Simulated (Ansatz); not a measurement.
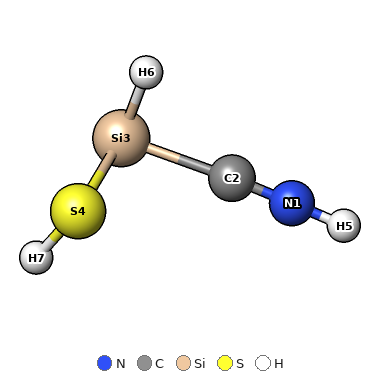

The system is CH3NSSi, SMILES N=C=[SiH]S; the picture shows the reference structure. The first coordinate is: bond length Si3–S4; the second: dihedral C2–Si3–S4–H7. Nothing is relaxed (all other coordinates rigid). The grid has 15 × 15 points. Points are written as (first, second). All energies are given in kJ/mol relative to the lowest grid point. Method: Ansatz 0.2.0, RHF/def2-TZVP.

Its coordinates:

```xyz
7

N    -0.5005    0.5139    1.9206
C     0.0722    0.2513    0.9782
Si    1.1466   -0.4488   -0.6315
S    -0.5732   -0.3596   -2.0119
H    -1.0158    0.7466    2.7272
H     1.5996    0.9677   -0.8369
H    -0.7291   -1.6712   -2.1457
```

Range: bond length Si3–S4 from 1.898 to 3.090 Å; dihedral C2–Si3–S4–H7 from −180 to 156°.

> What will the energy surface look like?

The lowest grid point is at (2.239 Å, −108°). There is a further well near (2.239 Å, 60°) (8 kJ/mol above the lowest at that grid point). The highest grid point, (3.090 Å, −12°), lies 181 kJ/mol above the lowest. On the interpolated surface the easiest way out of the lowest well to the well at about (2.22 Å, 70°) passes a barrier of about 29 kJ/mol. Round the minimum the two coordinates are nearly uncoupled.

```tsv
dihedral C2–Si3–S4–H7 ↓, bond length Si3–S4 →	1.898	1.983	2.068	2.153	2.239	2.324	2.409	2.494	2.579	2.664	2.749	2.835	2.920	3.005	3.090
156	144	87	52	34	29	31	40	53	69	86	105	124	143	162	180
132	140	83	48	31	25	28	37	50	66	84	102	122	141	160	178
108	127	71	37	21	16	20	30	44	60	79	98	118	137	156	175
84	114	59	28	12	9	13	24	39	56	75	94	115	135	154	173
60	112	58	26	11	8	13	24	39	56	75	95	115	135	155	174
36	127	71	37	21	17	21	31	45	61	80	99	119	138	158	177
12	153	93	56	37	30	32	40	53	68	86	104	123	142	161	180
−12	168	106	67	46	38	39	46	58	72	89	107	126	145	163	181
−36	156	96	59	40	33	34	42	55	70	87	105	124	143	162	180
−60	128	73	40	23	19	23	33	46	63	81	100	120	139	158	177
−84	104	52	22	8	6	12	23	38	56	75	95	115	135	155	174
−108	94	43	14	1	0	7	19	35	53	72	93	113	134	154	173
−132	100	48	19	5	4	10	22	37	55	75	95	115	136	155	175
−156	117	63	32	17	14	19	30	44	61	80	99	119	139	159	178
−180	135	79	46	29	24	28	37	51	67	85	104	123	142	161	180
```

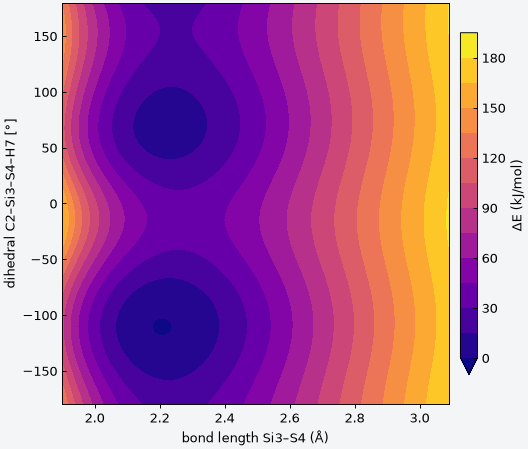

Drawn: filled contours. Between grid points the surface is interpolated.

Time for the 225 points that were run: 15 min on 1 thread of Arm Neoverse V2, with other jobs on the host.
